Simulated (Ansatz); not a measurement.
# SSi (charge +1): composite energy at a relaxed geometry, by script

A script is to give a composite energy at a relaxed geometry; the system is SSi (charge +1).

Program: Ansatz 0.2.0, driven from Python. The levels of theory stand in the script. These are calculated values, not measurements.

## 1. The system

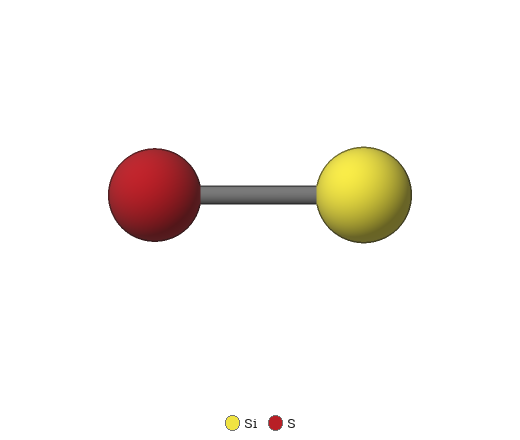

The structure that the script starts from, seen from a chosen angle (silicon yellow, sulfur red).

No structure file is read: the coordinates are typed or built in the script.

## 2. The script

File run_composite.py:

```python
"""Relax SSi(+) cheaply, then refine its energy."""

import ansatz as az
from ase import Atoms
import numpy as np

atoms = Atoms(["Si", "S"], positions=[
    (0.0, 0.0, 0.0),
    (0.0, 0.0, 2.2),
])
molecule = az.Crystal.molecule_from_ase(atoms)

base = (
    molecule.calculation()
    .basis(gaussian="def2-SVP")
    .functional("r2scan")
    .charge(1)
    .spin("collinear", total=1)
)
symbols = [site.symbol for site in molecule.cartesian_sites]
start = np.array([site.position_ang for site in molecule.cartesian_sites], dtype=float)
report = base.relax(force_tolerance=0.01).run().report
end = np.array(report["positions_ang"])
print("final positions (A) and the move of each atom")
for symbol, xyz, old in zip(symbols, end, start):
    print(f"{symbol:2s} {xyz[0]:10.5f} {xyz[1]:10.5f} {xyz[2]:10.5f}   {np.linalg.norm(xyz - old):7.4f}")

minimum = az.Crystal.molecule()
for symbol, place in zip(symbols, end):
    minimum = minimum.atom(symbol, place.tolist())
at_minimum = minimum.calculation().charge(1).spin("collinear", total=1)
# MP2 extrapolated to the basis limit, plus the small-basis difference CCSD(T) - MP2
level = lambda method, basis: at_minimum.basis(gaussian=basis).correlation(method).run().report
small, large, cluster = level("mp2", "cc-pVDZ"), level("mp2", "cc-pVTZ"), level("ccsd_t", "cc-pVDZ")
corr = lambda each: (each["free_energy_ev"] - each["reference_energy_ev"]) / 27.211386246
mp2_limit = (27 * corr(large) - 8 * corr(small)) / 19
pieces = {"HF / cc-pVTZ": large["reference_energy_ev"] / 27.211386246, "MP2 correlation, DZ-TZ limit": mp2_limit, "CCSD(T) - MP2 / cc-pVDZ": corr(cluster) - corr(small)}
for name, value in pieces.items():
    print(f"{name:32s} {value:14.6f} Ha")
print(f"{'sum':32s} {sum(pieces.values()):14.6f} Ha")
print("T1 diagnostic", round(cluster["correlation"]["coupled_cluster"]["t1_diagnostic"], 4))
```

## 3. What the engine is handed

The engine receives this input (first run):

```yaml
crystal:
  periodic: [false, false, false]
  atoms:
    - { symbol: Si, position_ang: [0.0, 0.0, 0.0] }
    - { symbol: S, position_ang: [0.0, 0.0, 2.2] }
basis:
  gaussian:
    orbitals: def2-SVP
hamiltonian:
  xc: r2scan
magnetization:
  spin_polarized: true
  initial_magnetization: 1.0
total_charge: 1.0
relax:
  f_tol: 0.01
```

## 4. Running it

Started as:

```
> python run_composite.py
```

Log:

```text
final positions (A) and the move of each atom
Si   -0.00000    0.00000    0.05201    0.0520
S     0.00000   -0.00000    2.14799    0.0520
HF / cc-pVTZ                        -686.175614 Ha
MP2 correlation, DZ-TZ limit          -0.225958 Ha
CCSD(T) - MP2 / cc-pVDZ               -0.039715 Ha
sum                                 -686.441287 Ha
T1 diagnostic 0.0257
```

Wall time 43 s (1 thread of Arm Neoverse V1, shared host); peak memory 0.2 GiB.

A comment line of the script is reworded here; the code is as run.

## 5. Path of the relaxation of run 0

The steps of the relaxation:

| step | E - E(step 1) (eV) | largest force component (eV/Å) |
| --- | --- | --- |
| 1 | 0.0000 | 1.5376 |
| 2 | -0.0840 | 0.3013 |
| 3 | -0.0865 | 0.0609 |
| 4 | -0.0866 | 0.0050 |

Step 1 is the start.

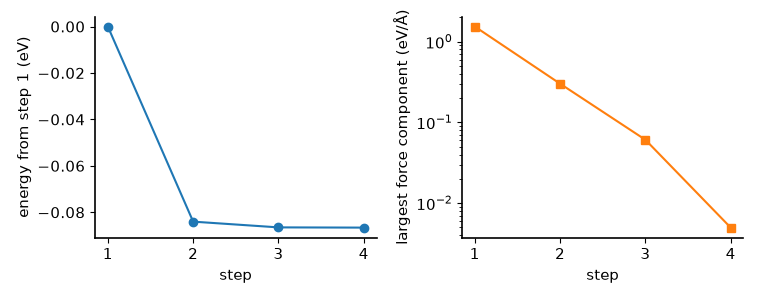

Energy and largest force along the relaxation.

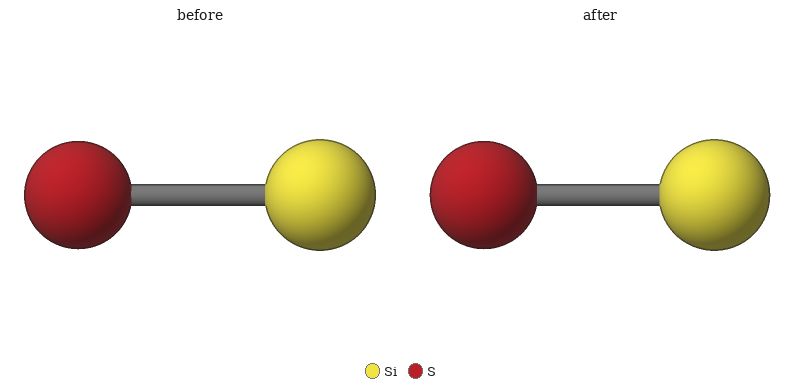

The structure before (left) and after (right) the relaxation, drawn at the same scale.

Before: Bond lengths: Si1–S2 2.200 Å.

After: Bond lengths: Si1–S2 2.096 Å.

Run 0 is this relaxation; the runs after it count from 1.

## 6. The runs side by side

The 3 runs, in the order started:

```csv
run,basis,method,energy (eV),<S²>,iterations in all,CPU time (s)
1,cc-pVDZ,mp2,-18675.4447,0.76,282,2.2
2,cc-pVTZ,mp2,-18677.4164,0.76,373,5.4
3,cc-pVDZ,ccsd_t,-18676.5254,0.76,1435,7.8
```

## 7. Results

| quantity | value |
| --- | --- |
| T1 diagnostic | 0.0257 |
| composite energy | -686.441287 Ha |
| runs compared | 3 |

In words: All 3 runs converged, in 282 to 1435 cycles. A T1 diagnostic under about 0.02 supports a single-reference treatment; this one lies above (open shells tolerate somewhat more). Run 0: The relaxation took 3 moves; the largest shift is 0.052 Å. What to keep in mind:
- The sum leaves out core correlation, relativity, the Hartree-Fock basis error and zero-point energy; a DZ-TZ extrapolation is rough.
- The species is open-shell (spin multiplicity 2).
- Inner cores stay frozen, so this is valence correlation.
- For Al to Cl the sets with a tight d function, cc-pV(X+d)Z, are usual.
- The spin state was assumed, and another may lie lower.
- An extrapolation from small basis sets is rough.
